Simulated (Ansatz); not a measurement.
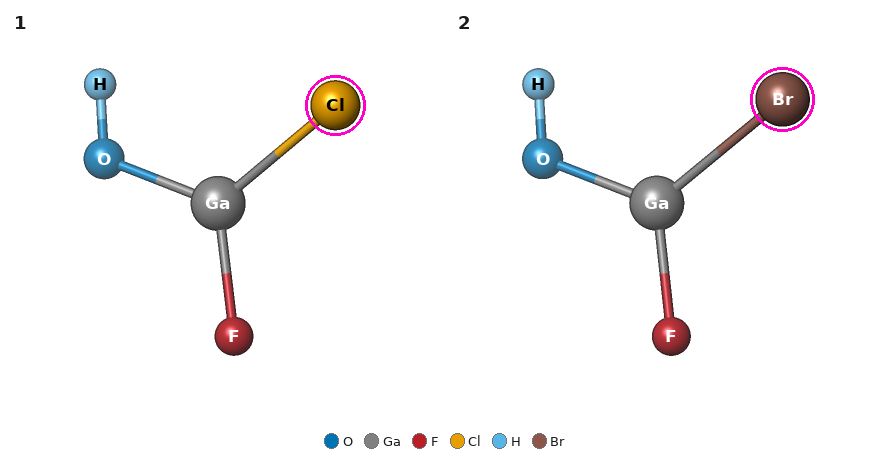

2 molecules with one skeleton, seen from the same side and at one scale; the atom that differs is circled. Each species is neutral and a spin singlet. Computed geometries: PBE0-D4/def2-TZVP optimisations, one conformation each. Properties computed with Ansatz 0.2.0.

One atom differs, called X below: Cl in panel 1, Br in panel 2. Their formulas are ClFGaHO (`[OH][Ga]([F])[Cl]`), BrFGaHO (`[OH][Ga]([F])[Br]`).

### In which is the length of X–Ga larger (PBE0-D4/def2-TZVP)?

In panel 2 (X = Br).

### In which is the harmonic X–Ga stretching wavenumber higher (PBE0-D4/def2-TZVP)?

In panel 1 (X = Cl).

Give the values. With PBE0-D4/def2-TZVP: length of X–Ga (Å), angle O–Ga–X (°), dipole moment (D), harmonic zero-point energy (kJ/mol), harmonic X–Ga stretching wavenumber (cm⁻¹). With ωB97M-V/def2-QZVPP: HOMO energy (Kohn–Sham orbital) (eV), HOMO–LUMO gap (eV).

| quantity | 1 (Cl) | 2 (Br) | 2 − 1 |
| --- | --- | --- | --- |
| length of X–Ga (Å) | 2.115 | 2.258 | +0.143 |
| angle O–Ga–X (°) | 124.1 | 124.6 | +0.5 |
| dipole moment (D) | 2.26 | 2.37 | +0.11 |
| harmonic zero-point energy (kJ/mol) | 44.9 | 44.0 | −0.9 |
| HOMO energy (Kohn–Sham orbital) (eV) | −12.01 | −11.34 | +0.67 |
| HOMO–LUMO gap (eV) | 11.99 | 11.27 | −0.72 |
| harmonic X–Ga stretching wavenumber (cm⁻¹) | 433 | 314 | −119 |
